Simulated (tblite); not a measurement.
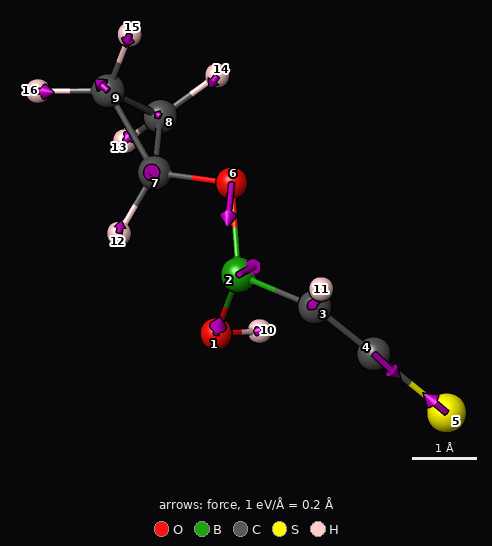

Starting geometry of C$_{5}$H$_{7}$BO$_{2}$S with the computed forces as purple arrows. A ball-and-stick model, seen from a free direction.

Theory: tblite, GFN2-xTB geometry optimisation, gas phase. 

What follows when this structure is relaxed?

Answer. It isn't relaxed: the largest force vector, on O6, is 4.33 eV/Å. The final displacements have little in common with the starting forces (cosine between the two patterns 0.20). H11 moves most after the best rigid fit: 1.57 Å. Largest moves by element: H 1.57 Å, S 1.40 Å, C 0.67 Å, B 0.57 Å, O 0.38 Å. Near-neighbour distances that change, for instance: O1–B2 1.493 → 1.359 Å, B2–O6 1.477 → 1.344 Å, C4–S5 1.617 → 1.560 Å, C9–H16 1.135 → 1.079 Å. Bond angles that change, for instance: B2–O6–C7 105.6° → 123.7°, O1–B2–C3 113.1° → 123.5°, C8–C9–H16 110.7° → 119.0°. Over 158 geometry steps the energy falls by 2.060 eV. Cost: 0.92 s on 1 thread of Arm Neoverse V2 (shared host).
